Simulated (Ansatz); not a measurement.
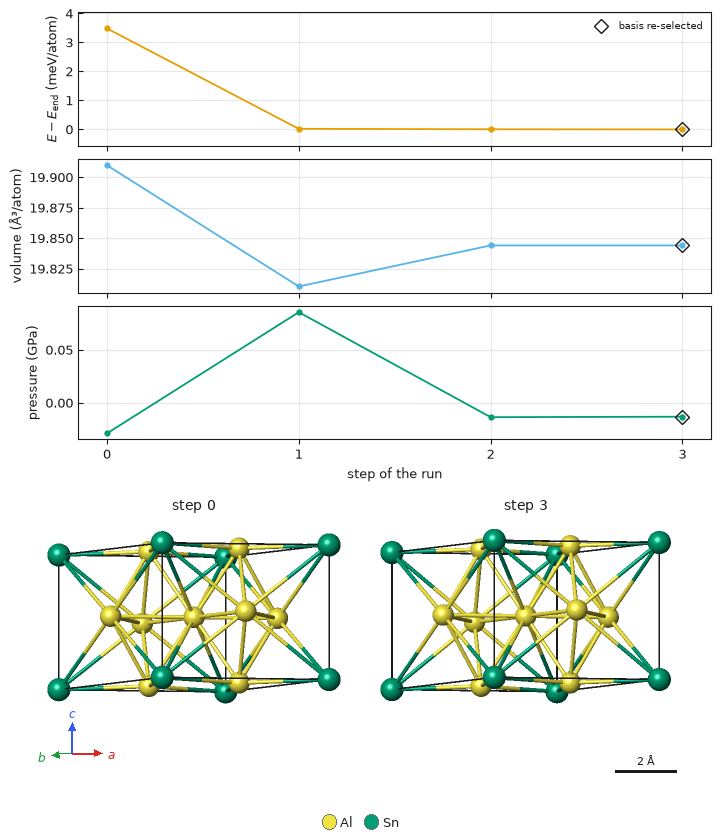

First and last geometry of a relaxation of solid Al5Sn (a generated structure, set up in P6/mmm), with the history of the run. Style: ball-and-stick. Shown: the cell of the calculation, from a free direction.

The calculation used DFT PBE, scalar-relativistic, plane waves, PAW (Ansatz 0.2.0).

The input:
```yaml
crystal:
  lattice:
    - [5.5589711789, 0.0, 0.0]
    - [-2.7794855895, 4.8142102598, 0.0]
    - [0.0, 0.0, 4.4637568441]
  atoms:
    - { symbol: Al, position: [0.0, 0.5, 0.5] }
    - { symbol: Al, position: [0.3333333333, 0.6666666667, 0.0] }
    - { symbol: Al, position: [0.6666666667, 0.3333333333, 0.0] }
    - { symbol: Al, position: [0.5, 0.0, 0.5] }
    - { symbol: Al, position: [0.5, 0.5, 0.5] }
    - { symbol: Sn, position: [0.0, 0.0, 0.0] }
basis:
  ecutwfc: 420
kpoints:
  mp_grid: { grid: [9, 9, 8] }
hamiltonian:
  xc: pbe
scf:
  occupations: { method: gaussian, width: 0.1 }
output:
  forces: true
  stress: true
  eigenvalues: true
  write_density: true
  write_potential: true
  elf: true
  volumetric_format: npy
relax:
  adjacent_minimum: "off"
  f_tol: 0.01
  max_steps: 80
  cell: { stress_tol: 0.05 }
```

Launched with:
```bash
ansatz run input.yaml --threads 1 --pin off --max-ram 2048MiB --backend cpu --events-out ev --progress --plain --runs-dir out
```

> Did the run converge, and what did it change?

It converged. Over 2 accepted moves (3 points after the start) the energy falls by 3.5 meV per atom. All forces vanish by symmetry, so only the cell relaxes. The pressure goes from −0.03 to −0.01 GPa. The SCF was repeated once at an unchanged geometry on a basis and grid sized afresh for the cell, which shifted the energy by less than 0.05 meV per atom at most. No atom moves by more than 0.005 Å relative to the cell. The drawn cell changes as follows: a = b 5.559 → 5.501 Å (−1.0 %), c 4.464 → 4.543 Å (+1.8 %); the volume changes by −0.3 %. Some distances before and after: Al2–Sn6 3.209 → 3.176 Å, Al1–Al4 2.779 → 2.751 Å, Al1–Al2 2.749 → 2.772 Å. The space group stays P6/mmm (No. 191).
